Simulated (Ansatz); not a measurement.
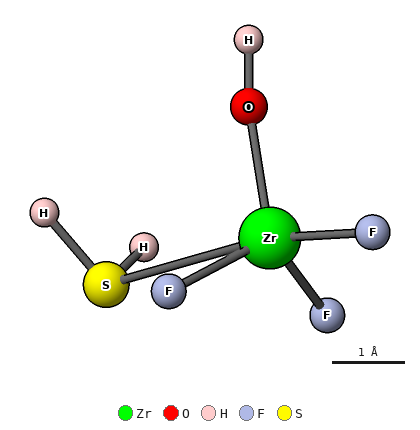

**Figure 1.** The structure as given in the input (ball-and-stick view, seen at a tilt). Sticks mark near contacts. Bond lengths as drawn: F–Zr 1.91 to 1.93 Å, H–O 0.94 Å, H–S 1.33 to 1.34 Å, O–Zr 1.92 Å and S–Zr 3.12 Å.

## Run report: ZrH3SOF3, nudged elastic band (part 1 of 2)

The run: nudged elastic band of ZrH3SOF3. Method and program: RHF/def2-SVP (Ansatz 0.2.0).

The run did not end well. One setting was made poor on purpose. It belongs to a series of runs on one base structure; here: band between the two ends.

## What the program printed
```
Engine: ansatz 0.2.0, aarch64-unknown-linux-gnu
Functional definition: HF
  exchange = exact_x
  correlation = 0
1244 factors; integrals over basis functions are off by at most 3.2e-4 eV
mean field evaluation 1: about -22275.6691 eV, gradient 6.3e1 eV
mean field evaluation 2: about -22275.7853 eV, gradient 6.3e1 eV
mean field evaluation 4: about -22283.0771 eV, gradient 2.7e0 eV
mean field evaluation 8: about -22283.1471 eV, gradient 2.2e-1 eV
mean field -22283.14732010 eV, -818.8905599538 hartree, gradient 2.5e-5 eV, S^2 0.000000; 0 other end points of the search recorded, 0 dependent functions left out
the calculation of the forces begins
reference -22283.14732010 eV, -818.8905599538 hartree; 33, 33 occupied and 87, 87 virtual orbitals, 1244 factors
1246 factors; integrals over basis functions are off by at most 1.1e-3 eV
mean field evaluation 16: about -22276.8540 eV, gradient 5.8e1 eV
mean field -22283.20639043 eV, -818.8927307485 hartree, gradient 2.3e-5 eV, S^2 0.000000; 0 other end points of the search recorded, 0 dependent functions left out
[... from here on the field's lines of each further geometry are left out, up to the last ...]
NEB iter   1: max|band force component| = 2.834e1 eV/Å  barrier→ = 8.5300 eV  barrier← = 8.5891 eV  Δτ_max = 0.2000 Å  (349 SCF iters)
NEB iter   2: max|band force component| = 5.302e0 eV/Å  barrier→ = 2.1205 eV  barrier← = 2.1795 eV  Δτ_max = 0.2000 Å  (290 SCF iters)
NEB iter   3: max|band force component| = 2.740e0 eV/Å  barrier→ = 1.5116 eV  barrier← = 1.5707 eV  Δτ_max = 0.2000 Å  (266 SCF iters)
NEB iter   4: max|band force component| = 1.556e0 eV/Å  barrier→ = 1.2150 eV  barrier← = 1.2740 eV  Δτ_max = 0.2000 Å  (264 SCF iters)
NEB iter   5: max|band force component| = 1.204e0 eV/Å  barrier→ = 0.9153 eV  barrier← = 0.9744 eV  Δτ_max = 0.1954 Å  (261 SCF iters)
NEB iter   6: max|band force component| = 2.649e0 eV/Å  barrier→ = 0.7968 eV  barrier← = 0.8559 eV  Δτ_max = 0.1018 Å  (263 SCF iters)
NEB iter   7: max|band force component| = 2.000e0 eV/Å  barrier→ = 0.6914 eV  barrier← = 0.7504 eV  Δτ_max = 0.1008 Å  (263 SCF iters)
NEB iter   8: max|band force component| = 1.610e0 eV/Å  barrier→ = 0.5561 eV  barrier← = 0.6152 eV  Δτ_max = 0.1003 Å  (268 SCF iters)
NEB iter   9: max|band force component| = 5.670e-1 eV/Å  barrier→ = 0.6069 eV  barrier← = 0.6659 eV  Δτ_max = 0.2000 Å  (266 SCF iters)
the calculation of the forces begins
reference -22283.00563921 eV, -818.8853532772 hartree; 33, 33 occupied and 87, 87 virtual orbitals, 1247 factors
these checks for a lower state are left out or cut short: starts, cluster_reference, orbital_swaps, neighbouring_geometries, increment
1247 factors; integrals over basis functions are off by at most 1.2e-3 eV
mean field -22283.14685861 eV, -818.8905429946 hartree, gradient 1.2e-5 eV, S^2 0.000000; 0 other end points of the search recorded, 0 dependent functions left out
the calculation of the forces begins
reference -22283.14685861 eV, -818.8905429946 hartree; 33, 33 occupied and 87, 87 virtual orbitals, 1247 factors
NEB iter  10: max|band force component| = 9.211e-1 eV/Å  barrier→ = 0.8040 eV  barrier← = 0.8631 eV  CI = image 3  Δτ_max = 0.2000 Å  (266 SCF iters)
```

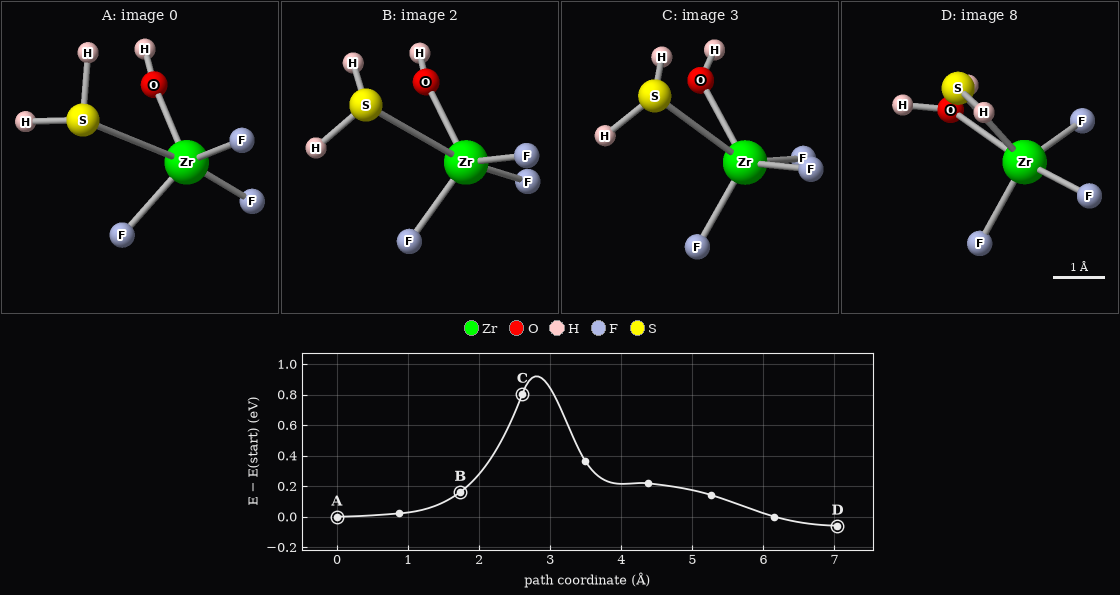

**Figure 2.** Images of the last band (counted from 0; ball-and-stick, seen at a tilt) above the energy along the path; the line is a cubic interpolation that uses the forces. The highest image is number 3, 0.804 eV above the start and 0.863 eV above the end (the climbing image); the end lies 0.059 eV below the start. The path is 7.04 Å long. The band had not converged after 10 iterations.

```
Unfinished report: {"positions_ang":[[0.08340221375726367,-0.26815338158280005,-0.025511584727578775],[-0.32104549724725334,-0.33537245496295265,1.9442886695604253],[-0.5951347650237421,0.3280506161176565,2.5604491427543166],[1.6981431587677251,0.22688876785391834,-0.9403598268353079],[-0.7897554058035298,1.4092754577589917,0.01884316479328632],[-0.8920959855221827,-1.4254595335000118,-1.1982248085381495],[1.5141602874973255,-2.3331383861715964,1.3387760236017494],[0.4917410184147359,-3.1561150512491376,1.0765688592678233],[0.8490839851596579,-1.5465770342640686,2.2667713401234364]],"unchecked":["starts","cluster_reference","orbital_swaps","neighbouring_geometries","increment"],"mean_field":{"relativity":"none","state":{"energy":{"ev":-22282.343328203664,"hartree":-818.861013796713},"converged":true,"gradient_ev":0.000011870846965636575,"stability":{"kind":"minimum","curvature_ev":48.42941388231523},"curvature_floor_ev":0.00030000000000000003,"spin_squared":-2.1316282072803006e-14},"others":[],"fillings":{"estimated":0,"unestimated":0,"tried":0,"untried":0,"excluded_magnetic_sites":0},"n_dropped_functions":0,"n_trapped_functions":0,"passes":{"evaluations":5,"products":32},"factors":{"origin":"Cholesky decomposition","count":1244,"bound_ev":0.00057668486860121},"gradient_stop_ev":0.00009,"reference_kind":"stationary","symmetry":{"irreps":["A"],"axes":[[0.9999855968767983,-0.004097498967499583,0.0034664883044328116],[0.004156508898299498,0.9998435914475656,-0.017190580996933],[-0.0033955077281294333,0.017204741888360214,0.9998462218680546]],"occupied":[{"A":33},{"A":33}]},"held":{"pivots":1244,"left_out":0,"joined":0},"density_repulsion":{"missed_ev":0.000021351935728404604,"excess_ev":1.4512614775700184e-7,"most_excess_ev":0.0001782,"are_drawn_again":false,"n_first_factors":1244,"energy_change_ev":0.0,"n_dropped_ends":0}},"factors":{"origin":"Cholesky decomposition","count":1244,"bound_ev":0.00057668486860121},"n_frozen":0,"n_occupied":[33,33],"n_virtual":[87,87],"reference":{"ev":-22282.343328203664,"hartree":-818.861013796713},"total":{"ev":-22282.343328203664,"hartree":-818.861013796713},"forces_ev_per_angstrom":[[-0.056917540471615284,0.41591039957890164,-0.057379834067207106],[-0.050726971223129906,0.3438214762926019,0.277362008477613],[-0.251332451410653,0.05057608670895704,-0.19788851075979924],[-0.014356016185397764,-0.012054842372651278,0.2712646313105918],[-0.25602522618846846,0.5601762634007119,-0.4988539881848626],[-0.08812011887734407,-0.12053669385249176,0.19253900811286553],[0.228162832958122,-0.1498721053018681,0.22156009544320354],[0.005724453015554686,-0.06981775076594572,0.23445392637119483],[0.48359103838449224,-1.0182028336864455,-0.4430573367048011]],"charge_distribution":{"dipole_moment_e_ang":[0.02645763363509606,-0.42335911056036085,0.7602375403882082],"mulliken_charges_e":[1.8913880702088495,-0.7046496936287951,0.23759647493293534,-0.5264795749609039,-0.5106202845669952,-0.5242912575326013,-0.20780933042011895,0.12013129226840746,0.22473430369919867],"lowdin_charges_e":[-0.0001587052753944107,-0.06881374993646183,-0.009713562500214268,-0.14141044704480876,-0.11141763518212855,-0.1382017074379558,0.40286110440504963,0.020984769356168664,0.045869933615709124]},"n_threads":2,"memory_gib":2.556818182580173,"seconds":{"hamiltonian":1.8654643640000002,"orbitals":0.0,"second_order":0.0,"solver_start":0.0,"cycles":0.0,"cycle":0.0,"perturbative":0.0,"full_ci_increment":0.0,"forces":0.0}}
this run last wrote the band of iteration 10 to [file]
Error: NEB band did not converge after 10 iterations: max|band force component| = 9.21e-1 eV/Å (threshold 5.0e-2); raise `neb.max_iterations` in a new run, which can start from the last band evaluated (`neb.initial_path`, with `crystal.atoms` and `neb.final_atoms` set to its first and last images), add images, or start from endpoints closer to local minima. Where this run's directory can be resumed (`checkpoint.write`), a resume goes on for up to `neb.max_iterations` more; to start a new run from the last band, take its images' positions from the `neb_iteration` event of iteration 10 (`data.images[].positions_ang`), in the event stream of the run that computed that iteration (not this run's, if it was resumed behind it). With `checkpoint.write`, `steps/00-neb/state/checkpoint.json` in the run directory holds the last saved band, under `neb.evaluated.images[].positions_ang` (a band under a hybrid functional on support functions is neither saved nor resumed: `neb.initial_path` says where its path is): check the last entry of `neb.iterations` there, which is earlier than 10 if that iteration was not saved or its write failed. If the band's step has no `state` directory and holds `state.next`, a write was cut short, and the file is under `state.next` instead (behind a loss of power it can be under `state.prev`)
this run wrote the band of iteration 10 to [file] as well, whether or not its events were kept: a new run's `neb.initial_path` can list its `images[].positions_ang`
a run's events are kept only if it was started with --events-out <file>, and are in that file
```

## The last band as extended XYZ (Å, eV, eV/Å)
```
9
Properties=species:S:1:pos:R:3:forces:R:3 image=0 energy=-22283.14732
Zr   -0.0845    0.0257    0.0477    0.0067  -0.0061  -0.0235
O    -0.5815    0.1328    1.8956   -0.0053   0.0070   0.0140
H    -0.9117    0.3527    2.7480   -0.0010  -0.0060   0.0083
F     1.7702    0.4132   -0.2813   -0.0037  -0.0027   0.0027
F    -0.9225    1.5434   -0.7534    0.0008   0.0022  -0.0028
F    -0.9380   -1.4072   -0.9142   -0.0018   0.0035  -0.0031
S     1.4044   -2.5937    0.8703   -0.0114  -0.0048   0.0101
H     0.3848   -3.2968    1.3692    0.0116   0.0100  -0.0031
H     1.9174   -2.2708    2.0596    0.0041  -0.0031  -0.0028
9
Properties=species:S:1:pos:R:3:forces:R:3 image=1 energy=-22283.12636
Zr   -0.0445    0.0162    0.0410   -0.0401   0.0721   0.1843
O    -0.4088    0.1954    1.9259   -0.1440   0.0633   0.1561
H    -0.8008    0.4613    2.7465    0.2097  -0.1032  -0.3557
F     1.7481    0.4416   -0.5126   -0.1022  -0.0196   0.0451
F    -1.0232    1.4823   -0.6942    0.0289  -0.0578  -0.0393
F    -0.9146   -1.4851   -0.8022    0.0748   0.0687   0.0397
S     1.5489   -2.5087    1.0417   -0.1674  -0.0961   0.0258
H     0.5055   -3.3416    0.9307    0.1208   0.0491   0.0024
H     1.4279   -2.3619    2.3648    0.0194   0.0234  -0.0584
9
Properties=species:S:1:pos:R:3:forces:R:3 image=2 energy=-22282.98512
Zr    0.0161   -0.0791    0.0103    0.0995   0.1992  -0.4351
O    -0.2445   -0.0357    1.9218   -0.2048   0.1249   0.4305
H    -0.6879    0.3264    2.6700    0.0181   0.0753   0.0096
F     1.7397    0.3186   -0.7385    0.0030   0.0269   0.0947
F    -0.9488    1.5083   -0.4135   -0.0826   0.0705  -0.1569
F    -0.9450   -1.4449   -0.9410    0.0010  -0.0790   0.0865
S     1.5499   -2.4058    1.2375    0.0286  -0.1984  -0.1622
H     0.6175   -3.3204    0.9573    0.0405  -0.0795  -0.0003
H     0.9415   -1.9680    2.3376    0.0967  -0.1400   0.1331
9
Properties=species:S:1:pos:R:3:forces:R:3 image=3 energy=-22282.34333
Zr    0.0834   -0.2682   -0.0255   -0.0569   0.4159  -0.0574
O    -0.3210   -0.3354    1.9443   -0.0507   0.3438   0.2774
H    -0.5951    0.3281    2.5604   -0.2513   0.0506  -0.1979
F     1.6981    0.2269   -0.9404   -0.0144  -0.0121   0.2713
F    -0.7898    1.4093    0.0188   -0.2560   0.5602  -0.4989
F    -0.8921   -1.4255   -1.1982   -0.0881  -0.1205   0.1925
S     1.5142   -2.3331    1.3388    0.2282  -0.1499   0.2216
H     0.4917   -3.1561    1.0766    0.0057  -0.0698   0.2345
H     0.8491   -1.5466    2.2668    0.4836  -1.0182  -0.4431
```
